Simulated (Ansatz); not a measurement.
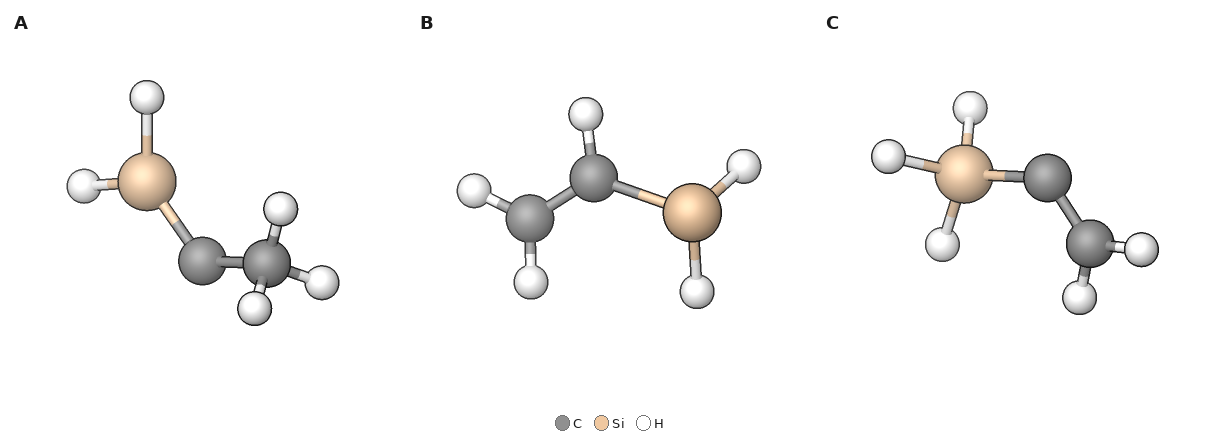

3 stationary structures of one formula. Charge −1, singlet. Geometries: PBE0-D4/def2-TZVPD. Electronic energies: r2SCAN-D4/def2-TZVPPD (Ansatz 0.2.0), without zero-point energy. No frequency run is at hand to confirm each as a minimum. Each is one conformer, not always the lowest.

> Which structure is the most stable?

B is lowest (C1); C lies 84.9 kJ/mol above it (Cs), A lies 167.0 kJ/mol above it (Cs).
